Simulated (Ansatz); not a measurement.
**One shape, several levels: CH5NSi (SMILES C[Si]N)**

Wanted: a comparison of 6 runs (HF/3-21G, B2PLYP/def2-SVPD, B3LYP/def2-SVPD, BHLYP/def2-SVPD, PBE-QIDH/def2-SVPD, r2SCAN0/def2-SVPD) of CH5NSi. 

The calculation is run with Ansatz 0.2.0.

60 further runs of the same task are left out: 60 set aside as unsound or not needed.

### 1 Starting point

CH5NSi has 8 atoms, charge 0, and is taken as a singlet. As SMILES, `C[Si]N`. The C1–H5 distance was set to 1.422 Å, away from the relaxed value.

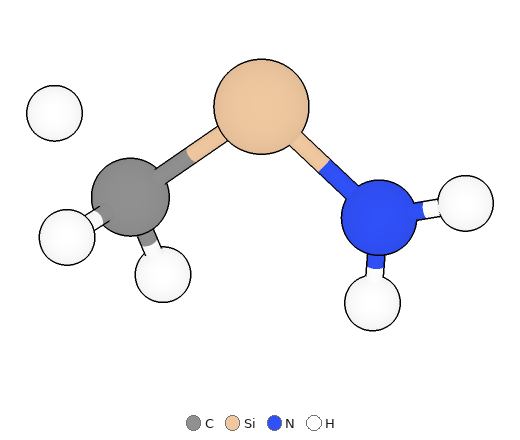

The structure, seen from a chosen angle (carbon grey, silicon light orange, nitrogen blue, hydrogen white).

### 2 The energy at HF/3-21G (run 1)

input.yaml reads:

```yaml
basis:
  gaussian: {orbitals: 3-21G.json}
crystal:
  periodic: [false, false, false]
  atoms:
    - {symbol: C, position_ang: [-0.689251, 0.597085, -0.317495]}
    - {symbol: Si, position_ang: [0.934549, 0.426185, 0.662305]}
    - {symbol: N, position_ang: [0.902949, -1.262015, 0.925305]}
    - {symbol: H, position_ang: [-1.055651, -0.329415, -0.769695]}
    - {symbol: H, position_ang: [-0.562500, 1.583400, -1.334100]}
    - {symbol: H, position_ang: [-1.460651, 0.967385, 0.370505]}
    - {symbol: H, position_ang: [1.621949, -1.729515, 1.454705]}
    - {symbol: H, position_ang: [0.195949, -1.903315, 0.594905]}
hamiltonian: {xc: hf}
accuracy: high
output: {orbitals: {seedname: orbitals}}
```

The basis set 3-21G is read from a file made from the Basis Set Exchange's data (not shown).

On the command line:

```
ansatz run input.yaml --threads 1 --pin off --max-ram 3480MiB --events-out events.jsonl --progress --plain --runs-dir runs
```

The program printed:

```text
Warning: RAYON_NUM_THREADS=1 ignored (pool sized by the plan → 1); use --threads N
Functional definition: HF
  name "HF"
  exchange = exact_x
  correlation = 0
973 factors; integrals over basis functions are off by at most 1.1e-8 eV
mean field evaluation 1: about -10395.1584 eV, gradient 2.7e1 eV
mean field evaluation 2: about -10395.1577 eV, gradient 2.7e1 eV
mean field evaluation 4: about -10396.8958 eV, gradient 2.3e0 eV
mean field evaluation 8: about -10396.9148 eV, gradient 1.3e-4 eV
mean field -10396.91476643 eV, -382.0795703842 hartree, gradient 1.8e-8 eV, S^2 0.000000; 0 other end points of the search recorded, 0 dependent functions left out
reference -10396.91476643 eV, -382.0795703842 hartree; 16, 16 occupied and 25, 25 virtual orbitals, 973 factors
Total energy: -10396.91476643 eV, -382.0795703842 hartree
```

Run time: 0.42 s. Hardware: 1 thread of AMD EPYC 7R43 (Zen 3), shared host.

### 3 A single-point energy at B2PLYP/def2-SVPD (run 2)

job.yaml reads:

```yaml
crystal:
  periodic: [false, false, false]
  atoms:
    - {symbol: C, position_ang: [-0.689251, 0.597085, -0.317495]}
    - {symbol: Si, position_ang: [0.934549, 0.426185, 0.662305]}
    - {symbol: "N", position_ang: [0.902949, -1.262015, 0.925305]}
    - {symbol: H, position_ang: [-1.055651, -0.329415, -0.769695]}
    - {symbol: H, position_ang: [-0.562500, 1.583400, -1.334100]}
    - {symbol: H, position_ang: [-1.460651, 0.967385, 0.370505]}
    - {symbol: H, position_ang: [1.621949, -1.729515, 1.454705]}
    - {symbol: H, position_ang: [0.195949, -1.903315, 0.594905]}
basis:
  gaussian: {orbitals: def2-SVPD}
hamiltonian: {xc: {name: B2PLYP}}
correlation: {frozen_orbitals: {C: 1, H: 0, "N": 1, Si: 5}}
accuracy: high
output: {orbitals: {seedname: orbitals}}
```

On the command line:

```
ansatz run job.yaml --threads 1 --pin off --max-ram 3480MiB --events-out events.jsonl --progress --plain --runs-dir runs
```

The program printed (excerpt; [...] marks lines left out):

```text
Warning: RAYON_NUM_THREADS=1 ignored (pool sized by the plan → 1); use --threads N
Functional definition: B2PLYP
  name "B2PLYP"
[...]
2119 factors; integrals over basis functions are off by at most 3.9e-9 eV
[...]
mean field -10470.78891205 eV, -384.7943951622 hartree, gradient 9.4e-8 eV, S^2 0.000000; 0 other end points of the search recorded, 0 dependent functions left out
7 core orbitals not correlated: weight in the atoms' cores, before any rotation towards them, 1.000 or more for the frozen orbitals, at most 0.000 for the correlated occupied ones
reference -10470.78893776 eV, -384.7943961070 hartree; 9, 9 occupied and 88, 88 virtual orbitals, 2119 factors
second order -14.50611386 eV of doubles, -0.00000000 eV of singles
Total energy: -10474.70558850 eV, -384.9383303670 hartree
```

It took 7.8 s on 1 thread of AMD EPYC 7R43 (Zen 3), shared host; peak memory 0.34 GiB.

### 4 A single-point energy at B3LYP/def2-SVPD (run 3)

run.yaml reads:

```yaml
crystal:
  periodic: [false, false, false]
  atoms:
    - {symbol: C, position_ang: [-0.689251, 0.597085, -0.317495]}
    - {symbol: Si, position_ang: [0.934549, 0.426185, 0.662305]}
    - {symbol: N, position_ang: [0.902949, -1.262015, 0.925305]}
    - {symbol: H, position_ang: [-1.055651, -0.329415, -0.769695]}
    - {symbol: H, position_ang: [-0.562500, 1.583400, -1.334100]}
    - {symbol: H, position_ang: [-1.460651, 0.967385, 0.370505]}
    - {symbol: H, position_ang: [1.621949, -1.729515, 1.454705]}
    - {symbol: H, position_ang: [0.195949, -1.903315, 0.594905]}
basis:
  gaussian:
    orbitals: def2-SVPD
hamiltonian:
  xc: {name: B3LYP}
accuracy: high
output: {orbitals: {seedname: orbitals}}
```

On the command line:

```
ansatz run run.yaml --threads 1 --pin off --max-ram 3480MiB --events-out events.jsonl --progress --plain --runs-dir runs
```

The program printed:

```text
Warning: RAYON_NUM_THREADS=1 ignored (pool sized by the plan → 1); use --threads N
Functional definition: B3LYP
  name "B3LYP"
  parameter a0 = 0.2
  parameter ax = 0.72
  parameter ac = 0.81
  exchange = (1 - a0 - ax)*slater_x + ax*b88_x + a0*exact_x
  correlation = (1 - ac)*vwn_rpa_c + ac*lyp_c
2119 factors; integrals over basis functions are off by at most 3.9e-9 eV
mean field evaluation 1: about -10470.9185 eV, gradient 6.9e1 eV
mean field evaluation 2: about -10446.6293 eV, gradient 1.1e2 eV
mean field evaluation 4: about -10481.3409 eV, gradient 9.8e0 eV
mean field evaluation 8: about -10481.5807 eV, gradient 2.5e-1 eV
mean field evaluation 16: about -10481.5809 eV, gradient 4.7e-6 eV
mean field -10481.58089929 eV, -385.1909933780 hartree, gradient 4.5e-8 eV, S^2 0.000000; 0 other end points of the search recorded, 0 dependent functions left out
reference -10481.58093953 eV, -385.1909948569 hartree; 16, 16 occupied and 88, 88 virtual orbitals, 2119 factors
Total energy: -10481.58093953 eV, -385.1909948569 hartree
```

It took 6 s on 1 thread of AMD EPYC 7R43 (Zen 3), shared host; peak memory 0.35 GiB.

Runs 4 to 5 aren't shown in full; the table further down has their settings and results.

### 5 A single-point energy at r2SCAN0/def2-SVPD (run 6)

run.yaml: that of step 4 with these lines changed.

```diff
@@ -5,3 +5,3 @@
     - {symbol: Si, position_ang: [0.934549, 0.426185, 0.662305]}
-    - {symbol: N, position_ang: [0.902949, -1.262015, 0.925305]}
+    - {symbol: "N", position_ang: [0.902949, -1.262015, 0.925305]}
     - {symbol: H, position_ang: [-1.055651, -0.329415, -0.769695]}
@@ -15,4 +15,6 @@
 hamiltonian:
-  xc: {name: B3LYP}
+  xc: {name: r2SCAN0}
+output:
+  orbitals: {seedname: orbitals}
 accuracy: high
-output: {orbitals: {seedname: orbitals}}
+total_charge: 0
```

On the command line:

```
ansatz run run.yaml --threads 1 --pin off --max-ram 3480MiB --events-out events.jsonl --progress --plain --runs-dir runs
```

The program printed:

```text
Warning: RAYON_NUM_THREADS=1 ignored (pool sized by the plan → 1); use --threads N
Functional definition: r2SCAN0
  name "r2SCAN0"
  parameter a = 0.25
  parameter k0 = 0.174
  parameter k1 = 0.065
  parameter a1 = 4.9479
  exchange = (1 - a)*r2scan_x(k0 = k0, k1 = k1, a1 = a1) + a*exact_x
  correlation = r2scan_c
2119 factors; integrals over basis functions are off by at most 3.9e-9 eV
mean field evaluation 1: about -10470.3893 eV, gradient 5.9e1 eV
mean field evaluation 2: about -10460.5389 eV, gradient 8.3e1 eV
mean field evaluation 4: about -10477.9682 eV, gradient 4.9e0 eV
mean field evaluation 8: about -10478.0292 eV, gradient 2.2e-2 eV
mean field evaluation 16: about -10478.0292 eV, gradient 2.7e-6 eV
mean field -10478.02917273 eV, -385.0604698347 hartree, gradient 3.8e-8 eV, S^2 0.000000; 0 other end points of the search recorded, 0 dependent functions left out
reference -10478.02917348 eV, -385.0604698620 hartree; 16, 16 occupied and 88, 88 virtual orbitals, 2119 factors
Total energy: -10478.02917348 eV, -385.0604698620 hartree
```

Run time: 9.3 s. Hardware: 1 thread of AMD EPYC 7R43 (Zen 3), shared host; peak memory 0.39 GiB.

### 6 The series

| run | level | frozen core orbitals | energy (Eh) | HOMO energy (eV) | LUMO energy (eV) | HOMO–LUMO gap (eV) | wall time |
| --- | --- | --- | --- | --- | --- | --- | --- |
| 1 | HF/3-21G | – | -382.079570 | -8.33 | 2.38 | 10.71 | 0.42 s |
| 2 | B2PLYP/def2-SVPD | 7 | -384.938330 | -7.00 | 0.10 | 7.10 | 7.8 s |
| 3 | B3LYP/def2-SVPD | – | -385.190995 | -5.94 | -1.34 | 4.60 | 6 s |
| 4 | BHLYP/def2-SVPD | – | -385.101542 | -7.07 | -0.19 | 6.88 | 6 s |
| 5 | PBE-QIDH/def2-SVPD | 7 | -384.797895 | -7.72 | 0.60 | 8.32 | 8.4 s |
| 6 | r2SCAN0/def2-SVPD | – | -385.060470 | -6.20 | -1.08 | 5.12 | 9.3 s |

### 7 What came out

| quantity | value |
| --- | --- |
| run 6: total energy | -385.06047 Eh |
| run 6: HOMO energy | -6.20 eV |
| run 6: LUMO energy | -1.08 eV |
| run 6: HOMO–LUMO gap | 5.12 eV |

The HOMO–LUMO gap runs from 4.60 eV (B3LYP/def2-SVPD) to 10.71 eV (HF/3-21G). The two ends differ in method and basis. Totals of different functionals can't be ranked against each other. All runs together took 38 s, the longest 9.3 s.
